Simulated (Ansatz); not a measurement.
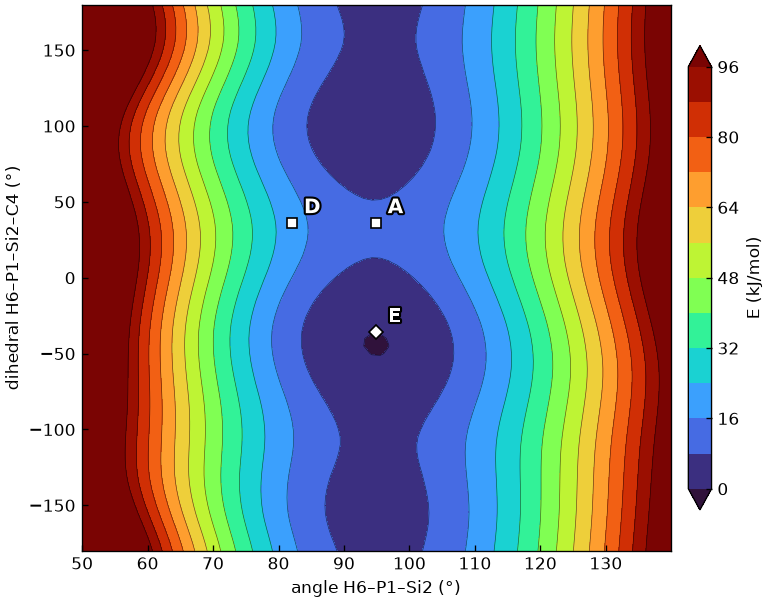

CH₃ClNPSi, SMILES P[Si]1(Cl)C=N1. First axis: angle H6–P1–Si2. Second axis: dihedral H6–P1–Si2–C4. Nothing is relaxed (all other coordinates rigid). The grid has 15 × 15 points. Points are written as (first, second). Energies are in kJ/mol, from the lowest grid point. All numbers below come from RHF/def2-SVP (Ansatz).

The picture shows filled contours, one colour for all values above the top of the scale, lettered points. Between grid points the surface is interpolated.

Is E the lowest point of the computed grid?

Yes. E, at (94.9°, −36°), has the lowest energy of the grid.

What kind of point is each of A, D, E: minimum, saddle, maximum or slope?

A: saddle point; D: on a slope; E: minimum. (In these two coordinates alone; a stationary point may lie a little off the grid point.)

Rank the lettered points by energy, lowest first.

E (0 kJ/mol), A (9 kJ/mol), D (19 kJ/mol).
